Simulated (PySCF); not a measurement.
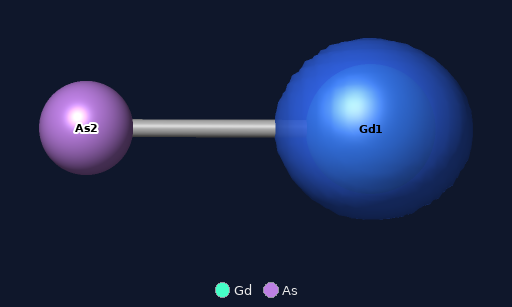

Figure 1: GdAs (multiplicity 10). Isosurfaces of the spin density at +0.3 (blue) and −0.3 e/Å³ (red), seen from one side.

All numbers below come from PBE0/ANO-RCC-VDZP, spin-free X2C-1e, Gaussian nucleus, at a bond length of 2.560 Å (PySCF).

### Describe the spin distribution.

The unpaired spin (9 electrons) lies mostly on Gd1 (about 8.2) and As2 (about 0.8), in electrons by Hirshfeld's partition. Only one sign reaches the isovalue.
